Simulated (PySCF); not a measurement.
AuCl

```xyz
2

Au    0.0000    0.0000   -0.3376
Cl    0.0000    0.0000    1.9014
```

Core potentials replace the inner electrons of Au.

Level of theory: PBE0/cc-pVDZ(-PP), non-relativistic Hamiltonian with scalar-relativistic core potentials where named, at a bond length of 2.239 Å in PySCF.

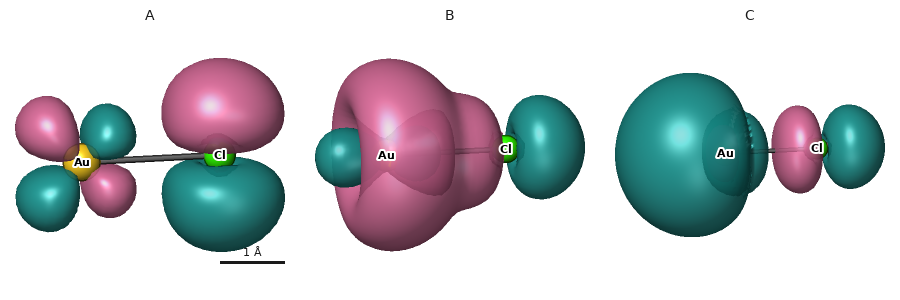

Figure 1. Three frontier orbitals, each drawn at the value that holds 80 % of its norm (teal and pink are the two phases), in no order; of a degenerate pair one member is drawn.

### Label each orbital by symmetry, say whether it is occupied, and order them by energy.

Orbital B: σ, occupied, −8.40 eV; mainly on Au (75 %).
Orbital A: π, occupied, −7.97 eV; mainly on Cl (70 %).
Orbital C: σ, empty, −3.84 eV; mainly on Au (80 %).

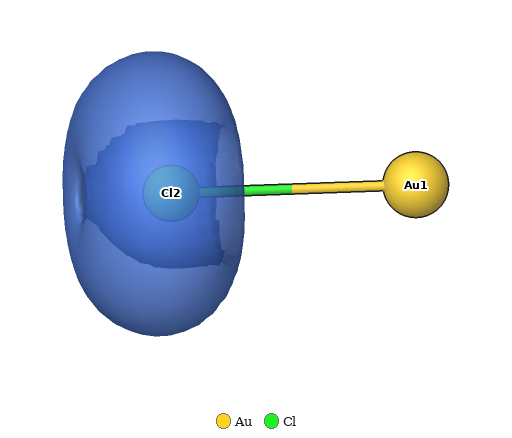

Figure 2. Isosurface of the electron localisation function at 0.8 (blue), seen from one side. Core shells and regions of very low density are left out.

### Where are the electrons localised?

The ELF exceeds this value in one region wrapped around Cl (its valence shell).


Au–Cl (2.24 Å): the ELF peaks at about 0.75 in the valence shell of Cl, 0.8 Å from its nucleus, and is about 0.35 at the midpoint.

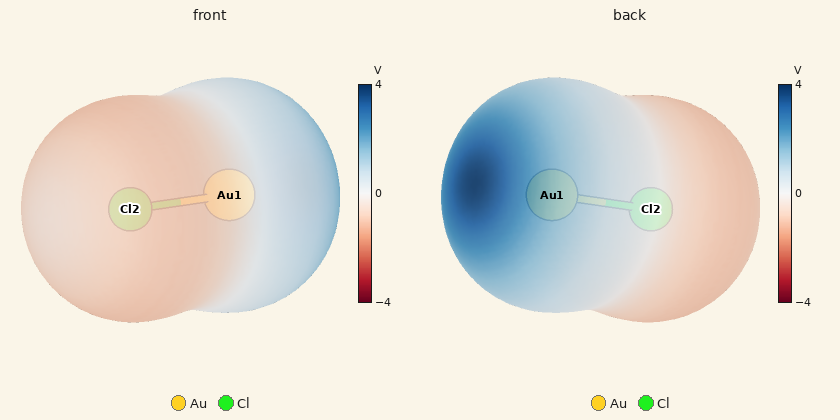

Figure 3. The molecular electrostatic potential painted on the density surface at 0.002 e/bohr³, seen from the front and from behind; the colour scale runs from red (negative) to blue (positive).

### Describe the electrostatic potential map.

The most negative region (about −1.0 V, or −23 kcal/mol for a unit charge) lies over Cl2, the most positive (about +3.8 V, or +88 kcal/mol for a unit charge) over Au1.
